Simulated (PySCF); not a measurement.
# SiF3 (trifluorosilyl): levels of theory compared

Aim: a comparison of 3 runs (UPBE0/STO-3G, USVWN5/STO-3G, UCCSDT/STO-3G) of SiF3 (trifluorosilyl). Input form: a Python script.

The results are computed with PySCF 2.14.0.

20 further runs of the same task are left out: 9 that didn't finish, 11 set aside as unsound or not needed.

### Step 1. The system as given

SiF3: 4 atoms, total charge 0, spin state doublet. As SMILES, `F[Si](F)F`. The coordinates come from a GFN2-xTB relaxation.

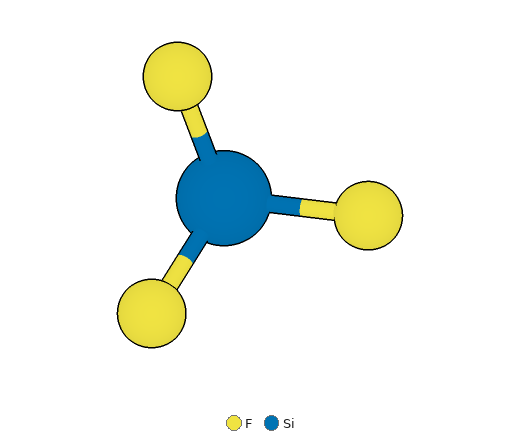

Viewed from a chosen angle; fluorine yellow, silicon blue.

### Step 2. A single-point energy at UPBE0/STO-3G (run 1)

Contents of input.py:

```python
from pyscf import gto, dft

system = gto.Mole()
system.atom = '''
F    0.787890  -0.508980   1.119030
Si  -0.325240   0.244050   0.268860
F   -0.962750  -0.889100  -0.646850
F    0.500100   1.154030  -0.741040
'''
system.max_memory = 1860
system.basis = 'sto-3g'
system.verbose = 4
system.spin = 1
system.build()

ks = dft.UKS(system, xc='pbe0')
ks.conv_tol = 1e-10
ks.grids.level = 5
ks.kernel()
if not ks.converged:
    ks = ks.newton().run(ks.mo_coeff, ks.mo_occ)

energy = ks.e_tot
print('E(%s) = %.9f' % ('PBE0', energy))
```

Command:

```
$ OMP_NUM_THREADS=1 python input.py
```

Log:

```text
PySCF version 2.14.0

[INPUT] num. atoms = 4
[INPUT] num. electrons = 41
[INPUT] charge = 0
[INPUT] spin (= nelec alpha-beta = 2S) = 1
[INPUT] symmetry False subgroup None
[INPUT] Mole.unit = angstrom
[INPUT] Symbol           X                Y                Z      unit          X                Y                Z       unit  Magmom
[INPUT]  1 F      0.787890000000  -0.508980000000   1.119030000000 AA    1.488896316284  -0.961832802881   2.114660225172 Bohr   0.0
[INPUT]  2 Si    -0.325240000000   0.244050000000   0.268860000000 AA   -0.614614524754   0.461187660700   0.508071765851 Bohr   0.0
[INPUT]  3 F     -0.962750000000  -0.889100000000  -0.646850000000 AA   -1.819333826425  -1.680155497351  -1.222369343675 Bohr   0.0
[INPUT]  4 F      0.500100000000   1.154030000000  -0.741040000000 AA    0.945052034895   2.180800639532  -1.400362647348 Bohr   0.0

nuclear repulsion = 176.933543010771
number of shells = 14
number of NR pGTOs = 72
number of NR cGTOs = 24
basis = sto-3g
ecp = {}

[... 70 lines left out ...]
converged SCF energy = -580.95696470116  <S^2> = 0.75265398  2S+1 = 2.0026522
E(PBE0) = -580.956964701
```

Wall time 9.6 s (1 thread of Arm Neoverse V1, shared host); peak memory 0.23 GiB.

### Step 3. A single-point energy at USVWN5/STO-3G (run 2)

Contents of geometry.xyz:

```xyz
4

F      0.787890    -0.508980     1.119030
Si    -0.325240     0.244050     0.268860
F     -0.962750    -0.889100    -0.646850
F      0.500100     1.154030    -0.741040
```

Contents of calc.py:

```python
from pyscf import gto, dft

system = gto.M(
    atom='geometry.xyz',
    verbose=3,
    spin=1,
    max_memory=1860,
    basis='sto-3g',
)

myscf = dft.UKS(system)
myscf.xc = 'svwn'
myscf.conv_tol = 1e-10
myscf.grids.level = 5
myscf.kernel()
if not myscf.converged:
    myscf = myscf.newton().run(myscf.mo_coeff, myscf.mo_occ)

energy = myscf.e_tot
print('E(%s) = %.9f' % ('SVWN5', energy))
```

Command:

```
$ OMP_NUM_THREADS=1 python calc.py
```

Log:

```text
converged SCF energy = -578.184416622989  <S^2> = 0.75031252  2S+1 = 2.0003125
E(SVWN5) = -578.184416623
```

Wall time 4.2 s (1 thread of Arm Neoverse V1, shared host); peak memory 0.15 GiB.

### Step 4. The energy at UCCSDT/STO-3G (run 3)

Contents of start.xyz:

```xyz
4

F      0.787890    -0.508980     1.119030
Si    -0.325240     0.244050     0.268860
F     -0.962750    -0.889100    -0.646850
F      0.500100     1.154030    -0.741040
```

Contents of run.py:

```python
# F[Si](F)F
from pyscf import gto, cc

molecule = gto.M(
    atom='start.xyz',
    max_memory=1860,
    spin=1,
    basis='sto-3g',
    verbose=3,
)

mf = molecule.UHF()
mf.conv_tol = 1e-10
mf.kernel()
if not mf.converged:
    mf = mf.newton().run(mf.mo_coeff, mf.mo_occ)

mycc = cc.CCSDT(mf, frozen=8)
mycc.kernel()
energy = mycc.e_tot
print(f'total energy: {energy:.8f} hartree')
```

Command:

```
$ OMP_NUM_THREADS=1 python run.py
```

Log:

```text
converged SCF energy = -579.7287106374  <S^2> = 0.7587777  2S+1 = 2.0087585
_make_eris_incore_UCCSDT

WARN: A large `blksize_v_aaa` is being used, which may cause large memory consumption
      for storing contraction intermediates. If memory is sufficient, consider using
      `pyscf.cc.uccsdt_highm.UCCSDT` instead.

WARN: A large `blksize_v_aab` is being used, which may cause large memory consumption
      for storing contraction intermediates. If memory is sufficient, consider using
      `pyscf.cc.uccsdt_highm.UCCSDT` instead.

UCCSDT converged
E(UCCSDT) = -579.822522632353   E_corr = -0.09381199495315101
E_corr(same-spin) = -0.0194585291467842
E_corr(oppo-spin) = -0.0743534658063668
total energy: -579.82252263 hartree
```

Wall time 4.5 s (1 thread of Arm Neoverse V1, shared host); peak memory 0.12 GiB.

### Step 5. Overview of the runs

| run | level | integration grid | frozen core orbitals | energy (Eh) | dipole moment (D) of the reference | HOMO energy (eV) | LUMO energy (eV) | wall time |
| --- | --- | --- | --- | --- | --- | --- | --- | --- |
| 1 | UPBE0/STO-3G | 5 | – | -580.956965 | 1.01 | -2.82 | 0.88 | 9.6 s |
| 2 | USVWN5/STO-3G | 5 | – | -578.184417 | 0.56 | -0.87 | 0.03 | 4.2 s |
| 3 | UCCSDT/STO-3G | – | 8 | -579.822523 | 2.08 | -7.31 | 4.84 | 4.5 s |

### Step 6. What came out

| quantity | value |
| --- | --- |
| run 3: total energy | -579.82252 Eh |
| run 3: dipole moment (Hartree–Fock density) | 2.08 D |
| run 3: HOMO energy (Hartree–Fock orbitals) (highest over α and β) | -7.31 eV |
| run 3: LUMO energy (Hartree–Fock orbitals) (lowest over α and β) | 4.84 eV |
| run 3: correlation energy (8 core orbitals frozen) | -93.8 mEh |
| run 3: ⟨S²⟩ of the reference determinant | 0.759 |
| run 3: T1 diagnostic | 0.016 |

**Reading.** Totals of different functionals can't be ranked against each other. In runs 1, 2, 3 the basis is minimal, so the values are rough. All runs together took 18 s, the longest 9.6 s.
